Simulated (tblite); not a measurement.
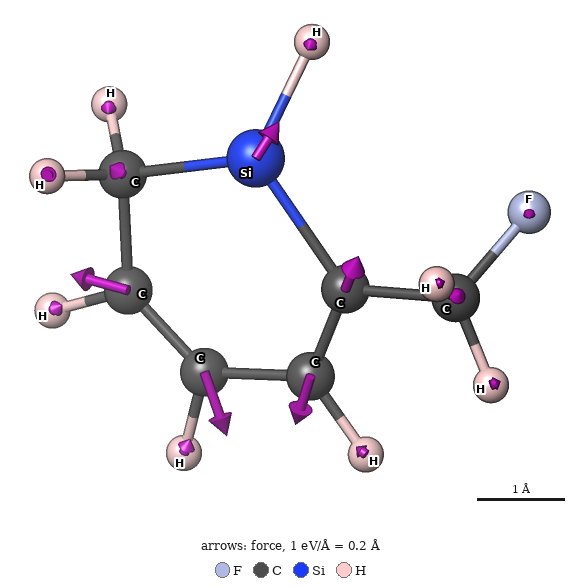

Starting geometry of C₆H₈FSi (charge +1) with the computed forces as purple arrows. The picture is a ball-and-stick view, seen at a tilt.

Theory: tblite 0.8.0, GFN2-xTB geometry optimisation, gas phase. 

Q: Is this structure relaxed? If not, where do the atoms go?

A: It isn't relaxed: the largest force vector, on a C atom, is 4.02 eV/Å. The final displacements have little in common with the starting forces (cosine between the two patterns 0.13). Over 93 geometry steps the energy falls by 22.6 kcal/mol. The atom that moves furthest after the best rigid fit is an H atom (1.11 Å). By element the largest moves are H 1.11 Å, F 1.08 Å, Si 0.31 Å, C 0.24 Å. Among the contacts that change: C–C 1.294 → 1.359 Å, C–Si 1.846 → 1.890 Å, H–Si 1.492 → 1.448 Å, C–H 1.122 → 1.080 Å. Among the angles between lasting bonds that change: C–Si–H 117.1° → 126.3°, C–Si–H 119.7° → 128.3°, C–C–Si 106.1° → 114.6°. Groups turn about C–C by about 65°.
